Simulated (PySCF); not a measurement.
Consider CsO (doublet).

| atom | x (Å) | y (Å) | z (Å) |
| --- | --- | --- | --- |
| Cs | 0.0000 | 0.0000 | -0.2447 |
| O | 0.0000 | 0.0000 | 2.0333 |

Computed with PBE0/x2c-TZVPPall, spin-free X2C-1e, Gaussian nucleus, at a bond length of 2.278 Å (PySCF).

What will maps of the electron density, electron localisation function and spin density show?

Cs–O (2.28 Å): ρ is about 0.54 e/Å³ halfway, with its minimum of 0.46 e/Å³ about 1.3 Å from Cs; the ELF is about 0.30 at the midpoint: a largely ionic contact.
The unpaired spin (1 electron) lies mostly on O2 (about 0.9) and Cs1 (about 0.1), in electrons by Hirshfeld's partition.

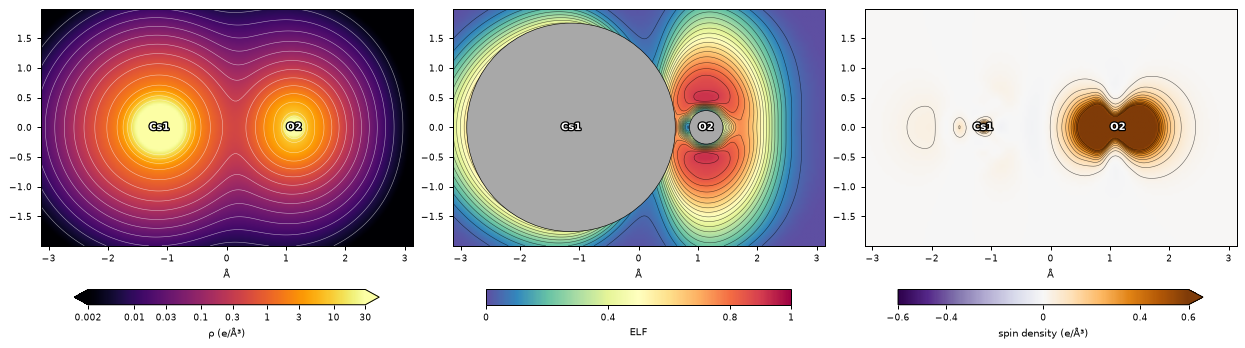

Computed electron density, electron localisation function and spin density on a plane that holds the molecular axis, in this order. Grey discs cover the atomic cores in the ELF map. 
